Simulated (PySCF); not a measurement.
CH9NO4Si3

The calculation's input:

```
{"job": {"kind": "nmr", "xc": "PBE0", "basis": "pcSseg-1"}, "charge": 0, "multiplicity": 1}
C      2.748575     1.090885    -0.344534
N      1.720041     0.249799    -0.911524
Si     0.710369    -0.711708     0.078932
O     -0.293925    -1.491264    -0.934706
Si    -1.912773    -1.553976    -0.905023
O     -2.476606    -0.560552     0.246339
Si    -1.713620     0.366012     1.342093
O     -2.241669     1.886641     1.290132
O     -0.117733     0.297885     1.043811
H      3.022593     1.875294    -1.051850
H      3.649775     0.527701    -0.079579
H      2.353697     1.547670     0.558983
H      2.010526    -0.161978    -1.785684
H      1.290252    -1.726996     0.954278
H     -2.374027    -1.024899    -2.179181
H     -2.281958    -2.906651    -0.520530
H     -1.991462    -0.131368     2.668305
H     -2.110815     2.433823     0.518081
```

Command:

```sh
OMP_NUM_THREADS=1 python probes_run.py task.json out
```

Geometry: GFN2-xTB.

Level of theory: PySCF 2.14.0, PBE0/pcSseg-1, SCF density, gas phase, non-relativistic.

What will maps of the electron density and electron localisation function show?

Answer. Si–O (1.63 Å): the density is about 1.2 e/Å³ at the midpoint; the ELF peaks at about 0.85 between the atoms, as expected for a short, strongly polar bond.

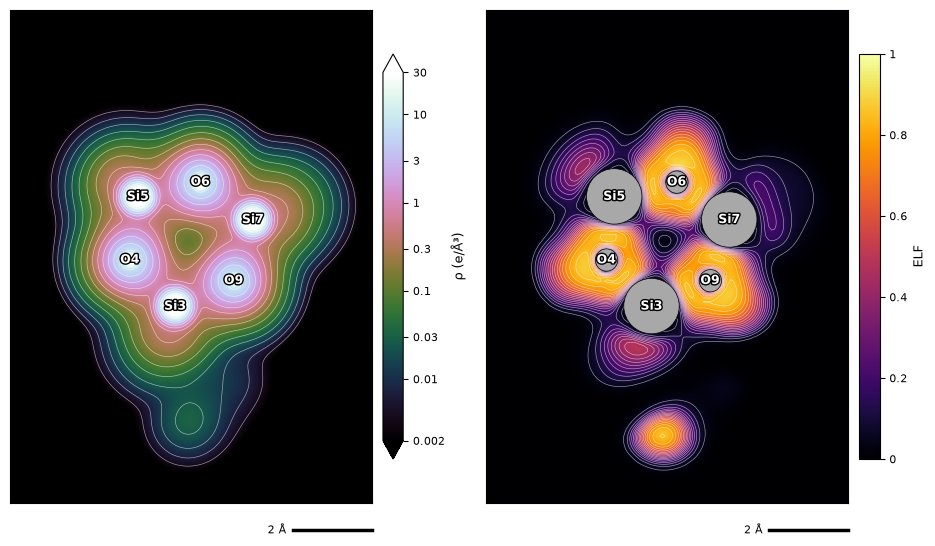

Computed electron density and electron localisation function on the plane of atoms Si5, O6 and Si7, in this order. Grey discs cover the atomic cores in the ELF map. 
